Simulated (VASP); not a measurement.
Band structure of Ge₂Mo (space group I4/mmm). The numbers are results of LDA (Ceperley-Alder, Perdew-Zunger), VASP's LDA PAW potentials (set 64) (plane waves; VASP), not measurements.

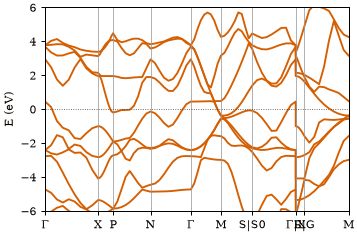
Bands along high-symmetry lines, zero at the valence-band maximum or, without a gap, the Fermi level

Q: Read the plot: is there a gap, and where are the band edges?

A: It has no gap at this level: it comes out as a metal or semimetal. (Edges off the drawn lines would not show.)

The structure comes from a computed database's Ge2Mo entry (I4/mmm); how it stands against other phases isn't given here. It was relaxed first.
